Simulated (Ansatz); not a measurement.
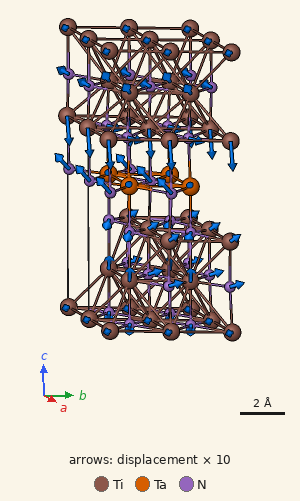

This is a relaxation of crystalline TaTi5N6 (a generated structure, set up in P1) (coarse preliminary run). The starting structure is drawn; blue arrows show the displacements (the part carried along by the change of the cell is left out), 10 times their true length.

A ball-and-stick model of the cell of the calculation, repeated 2 × 2 × 1 with one cell outlined, seen slightly off an axis.

All numbers below come from DFT PBE, scalar-relativistic, plane waves, PAW (Ansatz).

Input
```yaml
crystal:
  lattice:
    - [3.0868103233, 0.0110355549, -0.0141377527]
    - [0.0110355549, 2.9652290223, -0.105852884]
    - [-0.0597461559, -0.4473343844, 13.1362946452]
  atoms:
    - { symbol: Ti, position: [0.0118787887, 0.0082052412, 0.0012334594] }
    - { symbol: Ti, position: [0.5407546901, 0.4861390671, 0.1630374992] }
    - { symbol: Ti, position: [-0.0082708385, -0.0148309789, 0.3246098902] }
    - { symbol: Ti, position: [-0.0057530972, -0.0034477464, 0.6835524575] }
    - { symbol: Ti, position: [0.4860529231, 0.5150798386, 0.8304453917] }
    - { symbol: Ta, position: [0.4909645858, 0.5054097931, 0.4982013453] }
    - { symbol: "N", position: [-0.0122531418, -0.0205433962, 0.162559162] }
    - { symbol: "N", position: [0.476858345, 0.5127129968, 0.3332657602] }
    - { symbol: "N", position: [-0.0099991038, 0.0274068339, 0.4935283426] }
    - { symbol: "N", position: [0.4856404822, 0.477737862, 0.6707090615] }
    - { symbol: "N", position: [0.0247149455, 0.0123668479, 0.8338266225] }
    - { symbol: "N", position: [0.5194114208, 0.493763641, 0.0050310078] }
basis:
  ecutwfc: 420
kpoints:
  mp_grid: { grid: [8, 8, 2] }
hamiltonian:
  xc: pbe
scf:
  occupations: { method: gaussian, width: 0.2 }
  lower_state_search: "off"
output:
  forces: true
  stress: true
  eigenvalues: true
relax:
  adjacent_minimum: "off"
  f_tol: 0.025
  max_steps: 60
  cell: { stress_tol: 0.25 }
```

Run as
```bash
ansatz run input.yaml --threads 4 --pin off --max-ram 8192MiB --backend cpu --events-out ev --progress --plain --runs-dir out
```

Q: What happened in the run?

A: The atom that moves furthest relative to the cell is Ti4 (0.14 Å along [1 1 −2]). Largest moves by element: Ti 0.14 Å, N 0.12 Å, Ta 0.04 Å. The drawn cell changes as follows: a 3.087 → 3.029 Å (−1.9 %), b 2.967 → 3.029 Å (+2.1 %), c 13.144 → 12.842 Å (−2.3 %), α 94.0° → 90.0°, β 90.5° → 90.0°, γ 89.6° → 90.0°; the volume changes by −1.9 %. Near-neighbour distances that change, for instance: Ti4–N9 2.506 → 2.214 Å, Ti4–Ta6 3.344 → 3.080 Å, Ti4–Ta6 (another image) 3.322 → 3.080 Å, Ti2–Ti3 3.184 → 2.988 Å. Bond angles that change, for instance: Ti4–N10–Ta6 99.4° → 91.0°, Ti2–N7–Ti2 82.0° → 90.0°, Ti2–N8–Ti3 81.5° → 89.0°. The space group (tolerance 0.01 Å) goes from P1 (No. 1) to P4/mmm (No. 123). The energy falls by 83.2 meV per atom in 4 accepted moves (6 points after the start). Largest force component: 1.7 eV/Å at the start, 0.0016 eV/Å at the end. Pressure: −1.44 GPa at the start and −0.02 GPa at the end. The SCF was repeated twice at an unchanged geometry on a basis and grid sized afresh for the cell, which shifted the energy by 0.1 meV per atom at most. The run took 87 s on 4 threads of Intel(R) Xeon(R) Platinum 8259CL CPU @ 2.50GHz (Skylake/Cascade Lake), with other jobs on the host, peak memory 0.83 GiB.
